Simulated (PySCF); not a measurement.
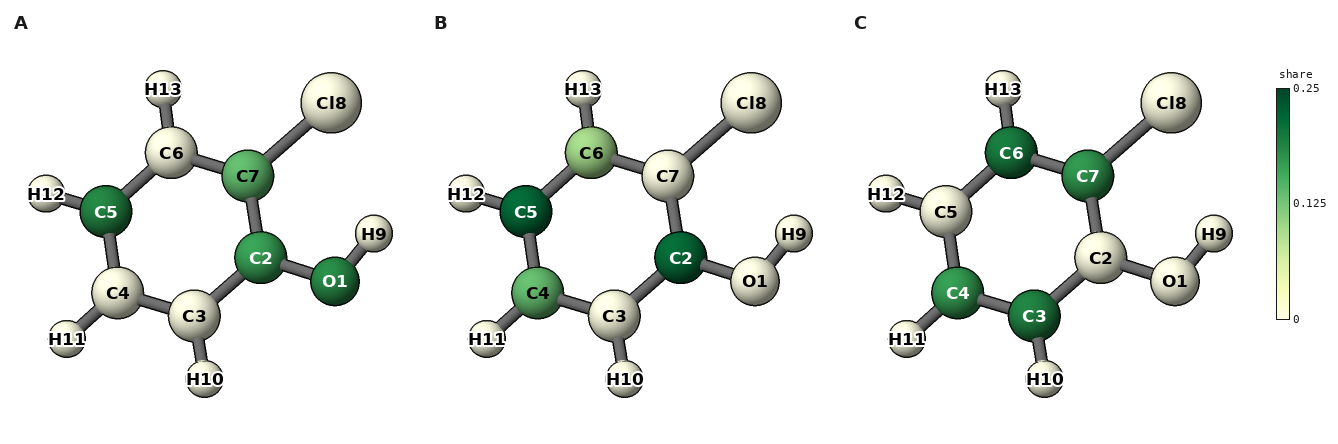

Each panel colours the atoms by their Löwdin share in one orbital (up to four of the largest shares; other atoms are shown as zero). Computed geometry: GFN2-xTB optimisation. No frequency run is at hand to confirm it as a minimum. Level of theory: PBE0/def2-SVPD (PySCF 2.14.0).

### The panels show the HOMO, LUMO, LUMO+1, in some order. Which is which?

A: HOMO, −6.84 eV; C5 0.19, O1 0.18, C2 0.17, C7 0.14
B: LUMO+1, −0.19 eV; C5 0.21, C2 0.21, C4 0.14, C6 0.10
C: LUMO, −0.64 eV; C6 0.20, C3 0.19, C7 0.17, C4 0.17
